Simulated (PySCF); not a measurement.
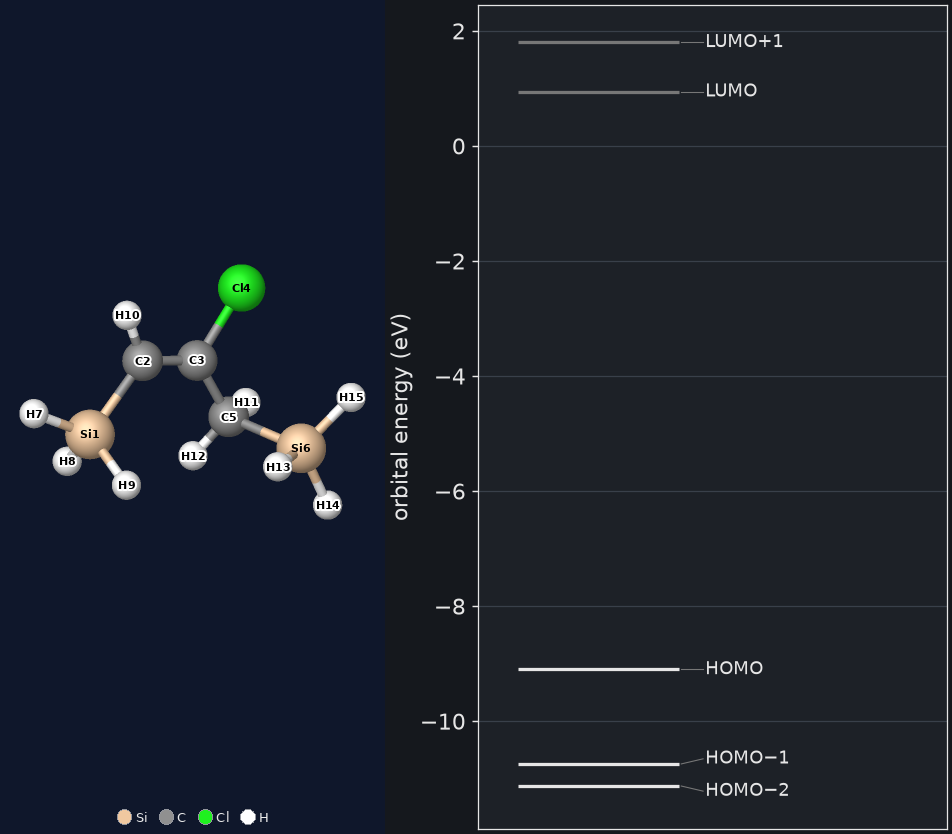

C₃H₉ClSi₂, SMILES [SiH3]/C=C(/Cl)C[SiH3]. Kohn-Sham orbital energies near the frontier, ωB97X-D/def2-SVPD with PySCF 2.14.0, at a GFN2-xTB geometry (no frequency check), isolated molecule; empty levels in grey, levels within 0.03 eV side by side.

### Where do the frontier orbitals lie?

HOMO at −9.10 eV, LUMO at 0.95 eV, 10.04 eV apart.

### List the levels with the atoms that carry most of them (a dash for levels above zero or within 0.03 eV of another, where shares mean little).

| orbital | energy (eV) | Löwdin shares |
| --- | --- | --- |
| LUMO+1 | 1.80 | – |
| LUMO | 0.95 | – |
| HOMO | −9.10 | C2 32 %, C3 24 %, Cl4 19 % |
| HOMO−1 | −10.74 | Cl4 70 %, C2 11 %, Si1 6 % |
| HOMO−2 | −11.12 | Cl4 36 %, C5 19 %, Si6 14 % |

Note: the tight-binding geometry is rougher than a DFT one and adds to the error; one conformer of a flexible molecule; empty levels above zero depend strongly on the basis.
